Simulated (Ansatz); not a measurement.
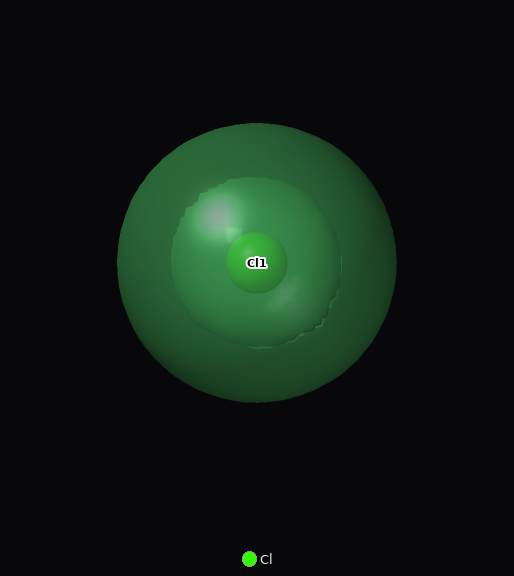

Figure 1: Cl (charge −1). Isosurface of the ELF at 0.8 (green), seen from one side. Only the valence region is drawn (cores and ρ < 0.01 e/Å³ removed).

Geometry: PBE0-D4/def2-TZVPD.

Computed with Ansatz 0.2.0, RKS PBE0/def2-TZVPPD.

**Identify the bonds, lone pairs and shells in this picture.**

The surface consists of one region wrapped around Cl (its valence shell).

Values along the shortest contacts:
